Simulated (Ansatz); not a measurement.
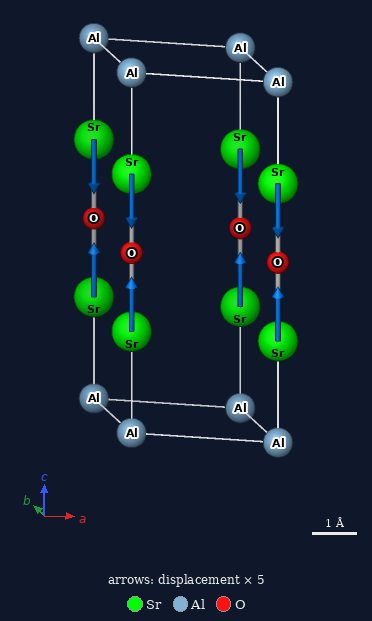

A relaxation of solid Sr$_{2}$AlO (a generated structure, set up in P6/mmm) (coarse preliminary run). The starting structure is drawn; blue arrows show the displacements (the part carried along by the change of the cell is left out), 5 times their true length.

The picture is a ball-and-stick view of the cell of the calculation, seen slightly off an axis.

Computed with Ansatz 0.2.0, DFT PBE, scalar-relativistic, plane waves, PAW. Settings: plane-wave cutoff 420 eV; k-point mesh 6 × 6 × 2; occupations gaussian; smearing width 0.1 eV; no spin polarisation; cell and atoms relaxed; force threshold 0.04 eV/Å; at most 70 steps.

Describe the change and its energy.

Answer. The largest moves relative to the cell, 0.26 Å, are those of Sr atoms. O and Al stay in place. The volume changes by +76.5 %, with a = b 3.529 → 4.178 Å (+18.4 %), c 8.601 → 10.830 Å (+25.9 %). Some distances before and after: Al–Sr 2.422 → 3.313 Å, Sr–Sr 3.529 → 4.178 Å, O–Sr 1.878 → 2.102 Å. The space group stays P6/mmm (No. 191). Over 10 accepted moves (12 points after the start) the energy falls by 1068 meV per atom. Largest force component: 0.73 eV/Å at the start, 0.0082 eV/Å at the end. The pressure goes from 25.61 to 0.14 GPa. The SCF was repeated twice at an unchanged geometry on a basis and grid sized afresh for the cell, which shifted the energy by 78.9 meV per atom at most. The run took 31 s on 1 thread of Arm Neoverse V1, with other jobs on the host, peak memory 0.39 GiB.

Limits of the set-up: layers or molecules are held without a dispersion correction, so their spacing is unreliable.
